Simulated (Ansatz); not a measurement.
**Run report: SnAsNH$_{8}$, geometry relaxation (part 2 of 2)**

Continued. System: SnAsNH$_{8}$. Method: RKS PBE0-D4/def2-TZVP (Ansatz 0.2.0). The geometry is a transition state displaced along its imaginary mode. The reaction was set up to form Sn1–As7 and N2–H6 and to break Sn1–N2 and H6–As7 (atoms counted from 1 in the order of the input); sticks are drawn by distance alone.

Geometry of the input (Å):
```
Sn -0.6414  -0.3614  -1.1933
N  1.2267  0.2135  -0.5541
H  -0.3860  -0.8406  -2.7952
H  -1.1498  -1.6547  -0.2090
H  -1.6360  1.0197  -1.0884
H  0.7651  0.5054  0.8539
As -0.0487  0.6766  2.3942
H  1.9210  -0.5293  -0.5670
H  1.6064  1.0139  -1.0471
H  -1.4261  0.7967  1.7131
H  -0.2312  -0.8397  2.4928
```

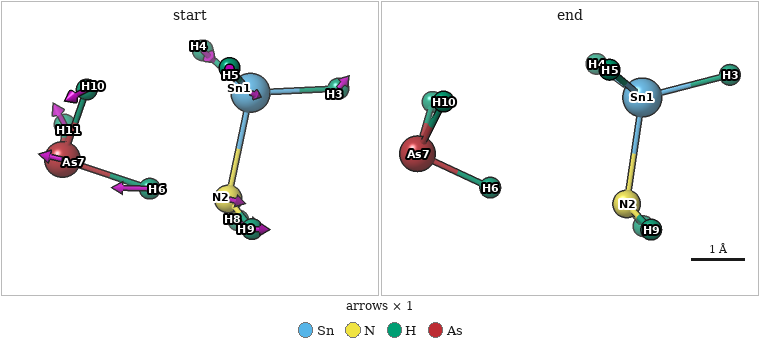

*Before (left) and after (right) the relaxation, at one scale (ball-and-stick view, seen at a tilt). The pink arrows give the displacements, at true length.*

The largest move after the best rigid fit is that of H6, 0.75 Å. Largest moves by element: H 0.75 Å, As 0.49 Å, N 0.36 Å, Sn 0.26 Å. Among the contacts that change: H6–As7 1.751 → 1.523 Å, Sn1–H3 1.691 → 1.716 Å, Sn1–N2 2.056 → 2.037 Å, As7–H10 1.541 → 1.522 Å. Among the angles that change: N2–Sn1–H3 103.7° → 112.7°, H3–Sn1–H4 112.2° → 109.9°. Over 42 geometry steps the energy falls by 54.0 kJ/mol. Largest force component: 1.3 eV/Å at the start, 0.0034 eV/Å at the end. The line search rejected the trial steps at points 17, 37 (counted from 0) and went back. (Atoms are counted from 1 in the order of the input.)

```
mean field -68283.72936472 eV, -2509.3807697793 hartree, gradient 5.6e-6 eV, S^2 0.000000; 1 other end points of the search recorded, 0 dependent functions left out
the calculation of the forces begins
reference -68283.72940547 eV, -2509.3807712768 hartree; 35, 35 occupied and 142, 142 virtual orbitals, 1391 factors
Total energy: -68283.90378043 eV, -2509.3871794386 hartree
Atom 0 at    -0.503145    -0.460749    -1.384079 Å, force    -0.000620     0.000417    -0.000932 eV/Å
Atom 1 at     1.363366     0.192335    -0.897163 Å, force     0.003414    -0.000205    -0.001565 eV/Å
Atom 2 at    -0.640174    -0.902125    -3.037011 Å, force     0.000690    -0.000944     0.000059 eV/Å
Atom 3 at    -0.798078    -1.815207    -0.394672 Å, force     0.000200    -0.000550    -0.000216 eV/Å
Atom 4 at    -1.555650     0.833722    -1.041471 Å, force    -0.000274     0.000940     0.000829 eV/Å
Atom 5 at     0.654714     0.572979     1.582323 Å, force    -0.000398     0.000544     0.001190 eV/Å
Atom 6 at    -0.174687     0.630869     2.858515 Å, force     0.001571    -0.000584    -0.001105 eV/Å
Atom 7 at     2.076390    -0.511265    -1.045839 Å, force    -0.002799     0.002548     0.000348 eV/Å
Atom 8 at     1.641354     1.012629    -1.421902 Å, force    -0.000731    -0.002286     0.001342 eV/Å
Atom 9 at    -1.367240     1.231417     2.127086 Å, force    -0.000769     0.000817    -0.000449 eV/Å
Atom 10 at    -0.696850    -0.784503     2.654214 Å, force    -0.000283    -0.000696     0.000499 eV/Å
Dipole moment:     0.086188    -0.063852    -0.352380 e Å
```

Trajectory as extended XYZ (Å, eV, eV/Å), 9 of the 43 frames kept, from step=1 to step=43:
```
11
Properties=species:S:1:pos:R:3:forces:R:3 step=1 energy=-68283.34424
Sn   -0.6414   -0.3614   -1.1933   -0.2953  -0.0539   0.0029
N     1.2267    0.2135   -0.5541    0.3512  -0.1091  -0.2670
H    -0.3860   -0.8406   -2.7952   -0.0944  -0.1118  -0.2994
H    -1.1498   -1.6547   -0.2090    0.0709   0.0961  -0.0921
H    -1.6360    1.0197   -1.0884    0.1036  -0.1019  -0.0283
H     0.7651    0.5054    0.8539   -0.4279   0.2365   1.2576
As   -0.0487    0.6766    2.3942    0.1119  -0.1531  -0.6772
H     1.9210   -0.5293   -0.5670   -0.0821   0.0994  -0.0365
H     1.6064    1.0139   -1.0471    0.0312  -0.0047  -0.0285
H    -1.4261    0.7967    1.7131    0.1849   0.0465   0.1148
H    -0.2312   -0.8397    2.4928    0.0459   0.0560   0.0537
11
Properties=species:S:1:pos:R:3:forces:R:3 step=6 energy=-68283.89804
Sn   -0.5443   -0.3926   -1.4535    0.0055   0.0385  -0.0308
N     1.3115    0.1777   -0.8292   -0.0236   0.0283  -0.0405
H    -0.5427   -0.9524   -3.0757   -0.0002  -0.0262   0.0108
H    -1.0341   -1.6284   -0.3910   -0.0034  -0.0124  -0.0066
H    -1.5359    0.9901   -1.3424    0.0256  -0.0064   0.0322
H     0.5917    0.6536    1.4984    0.0156  -0.0170   0.0331
As   -0.1391    0.7060    2.8352   -0.0003   0.0203  -0.0084
H     1.9912   -0.5662   -0.9098    0.0379  -0.1304   0.0455
H     1.6825    0.9507   -1.3660   -0.0331   0.1071  -0.0329
H    -1.4881    0.8684    2.1499   -0.0321   0.0117   0.0044
H    -0.2928   -0.8071    2.8841    0.0081  -0.0135  -0.0069
11
Properties=species:S:1:pos:R:3:forces:R:3 step=11 energy=-68283.90216
Sn   -0.5318   -0.3840   -1.4307    0.0064   0.0036   0.0010
N     1.3407    0.2039   -0.8855    0.0212  -0.0046  -0.0133
H    -0.5937   -0.9902   -3.0354   -0.0034   0.0045   0.0046
H    -0.9826   -1.6023   -0.3299    0.0013  -0.0025  -0.0026
H    -1.5093    1.0052   -1.2944    0.0003  -0.0051   0.0009
H     0.6090    0.6682    1.5613    0.0023  -0.0017  -0.0038
As   -0.1888    0.6670    2.8584    0.0002   0.0016   0.0045
H     2.0134   -0.5529   -0.9148   -0.0140   0.0086   0.0042
H     1.7050    0.9459   -1.4710   -0.0102  -0.0060   0.0076
H    -1.5033    0.8846    2.1212   -0.0015   0.0006  -0.0035
H    -0.3586   -0.8453    2.8208   -0.0025   0.0009   0.0004
11
Properties=species:S:1:pos:R:3:forces:R:3 step=17 energy=-68283.90334
Sn   -0.5213   -0.4045   -1.4073   -0.0011  -0.0002  -0.0023
N     1.3584    0.1857   -0.8921    0.0060   0.0013  -0.0002
H    -0.6328   -0.9038   -3.0456   -0.0002  -0.0003   0.0004
H    -0.9048   -1.7031   -0.3748    0.0003  -0.0004   0.0001
H    -1.5226    0.9488   -1.1460    0.0002  -0.0006   0.0007
H     0.6310    0.6189    1.5663    0.0006   0.0004   0.0003
As   -0.2074    0.7021    2.8352   -0.0010  -0.0011  -0.0007
H     2.0396   -0.5590   -0.9745   -0.0018  -0.0003   0.0002
H     1.6952    0.9597   -1.4514   -0.0026  -0.0004   0.0004
H    -1.4843    0.9557    2.0452    0.0001   0.0016   0.0010
H    -0.4511   -0.8005    2.8450   -0.0004  -0.0002  -0.0001
11
Properties=species:S:1:pos:R:3:forces:R:3 step=22 energy=-68283.90342
Sn   -0.5161   -0.4133   -1.4013   -0.0009  -0.0023   0.0035
N     1.3650    0.1827   -0.8962    0.0094  -0.0002  -0.0118
H    -0.6406   -0.8924   -3.0448    0.0000   0.0024   0.0017
H    -0.8798   -1.7290   -0.3830    0.0005   0.0017  -0.0005
H    -1.5249    0.9285   -1.1103    0.0020  -0.0022  -0.0029
H     0.6323    0.6178    1.5731    0.0004  -0.0011  -0.0030
As   -0.2091    0.6981    2.8399   -0.0048  -0.0022   0.0015
H     2.0489   -0.5575   -0.9970   -0.0051  -0.0007   0.0060
H     1.6914    0.9637   -1.4523   -0.0064   0.0016   0.0051
H    -1.4765    0.9995    2.0511    0.0052  -0.0013   0.0023
H    -0.4906   -0.7980    2.8208   -0.0002   0.0043  -0.0018
11
Properties=species:S:1:pos:R:3:forces:R:3 step=27 energy=-68283.90356
Sn   -0.5151   -0.4240   -1.3981   -0.0020  -0.0035  -0.0018
N     1.3604    0.1885   -0.8948   -0.0041   0.0032   0.0076
H    -0.6366   -0.9049   -3.0411    0.0006   0.0008  -0.0006
H    -0.8662   -1.7425   -0.3793   -0.0005  -0.0011   0.0016
H    -1.5359    0.9086   -1.1083    0.0016   0.0004   0.0002
H     0.6419    0.6029    1.5720   -0.0013   0.0001   0.0029
As   -0.1925    0.6772    2.8442   -0.0054  -0.0060  -0.0063
H     2.0536   -0.5422   -0.9980    0.0004   0.0038  -0.0052
H     1.6762    0.9801   -1.4413    0.0045  -0.0039  -0.0023
H    -1.4466    1.0604    2.0695    0.0059  -0.0030   0.0047
H    -0.5392   -0.8040    2.7752    0.0004   0.0092  -0.0008
11
Properties=species:S:1:pos:R:3:forces:R:3 step=33 energy=-68283.90367
Sn   -0.5104   -0.4391   -1.3913    0.0014   0.0017   0.0001
N     1.3610    0.1935   -0.8955    0.0083   0.0003  -0.0064
H    -0.6343   -0.9161   -3.0353    0.0004  -0.0012   0.0001
H    -0.8425   -1.7638   -0.3741    0.0004  -0.0015  -0.0008
H    -1.5435    0.8818   -1.0927   -0.0001   0.0008   0.0011
H     0.6485    0.5894    1.5772    0.0009   0.0000   0.0031
As   -0.1815    0.6501    2.8529    0.0016  -0.0007  -0.0044
H     2.0640   -0.5249   -1.0200   -0.0071   0.0042   0.0016
H     1.6592    0.9970   -1.4351   -0.0031  -0.0046   0.0039
H    -1.4114    1.1368    2.0989   -0.0022   0.0008   0.0010
H    -0.6091   -0.8045    2.7149   -0.0004   0.0003   0.0005
11
Properties=species:S:1:pos:R:3:forces:R:3 step=38 energy=-68283.90371 accepted=F
Sn   -0.5037   -0.4572   -1.3842   -0.0053  -0.0012   0.0009
N     1.3633    0.1954   -0.8989   -0.0138   0.0003   0.0090
H    -0.6383   -0.9142   -3.0332    0.0009   0.0013   0.0010
H    -0.8056   -1.8021   -0.3835    0.0020   0.0010  -0.0014
H    -1.5539    0.8429   -1.0550    0.0023  -0.0009  -0.0008
H     0.6559    0.5743    1.5844    0.0022  -0.0011  -0.0028
As   -0.1748    0.6261    2.8597   -0.0199  -0.0054  -0.0076
H     2.0752   -0.5097   -1.0431    0.0092  -0.0044  -0.0036
H     1.6425    1.0134   -1.4260    0.0045   0.0035  -0.0049
H    -1.3698    1.2230    2.1272    0.0127  -0.0068   0.0086
H    -0.6908   -0.7920    2.6526    0.0050   0.0136   0.0016
11
Properties=species:S:1:pos:R:3:forces:R:3 step=43 energy=-68283.90374
Sn   -0.5031   -0.4607   -1.3841   -0.0006   0.0004  -0.0009
N     1.3634    0.1923   -0.8972    0.0034  -0.0002  -0.0016
H    -0.6402   -0.9021   -3.0370    0.0007  -0.0009   0.0001
H    -0.7981   -1.8152   -0.3947    0.0002  -0.0006  -0.0002
H    -1.5556    0.8337   -1.0415   -0.0003   0.0009   0.0008
H     0.6547    0.5730    1.5823   -0.0004   0.0005   0.0012
As   -0.1747    0.6309    2.8585    0.0016  -0.0006  -0.0011
H     2.0764   -0.5113   -1.0458   -0.0028   0.0025   0.0003
H     1.6414    1.0126   -1.4219   -0.0007  -0.0023   0.0013
H    -1.3672    1.2314    2.1271   -0.0008   0.0008  -0.0004
H    -0.6968   -0.7845    2.6542   -0.0003  -0.0007   0.0005
```

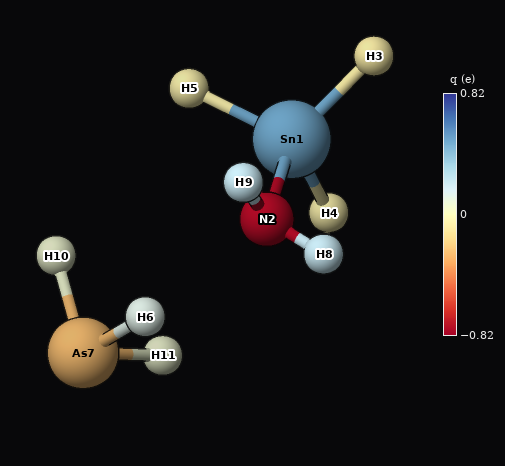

*Mulliken charges, as the colour of each atom (ball-and-stick view, seen at a tilt; atoms are numbered from 1 in the order of the input).*

By element: Sn +0.49, N −0.78, H −0.07 to +0.24 and As −0.26 e.

Results in brief:

| quantity | value |
| --- | --- |
| outcome | converged |
| total energy | −68283.9038 eV |
| mean-field energy | −68283.7294 eV |
| dispersion energy | −0.1744 eV |
| SCF solution under orbital rotations | stable |
| largest force (length of the vector) at the end | 0.004 eV/Å |
| dipole moment | 1.77 D |
| wall time | 3.3 min (CPU time 16 min) |
| peak memory | 0.53 GiB |
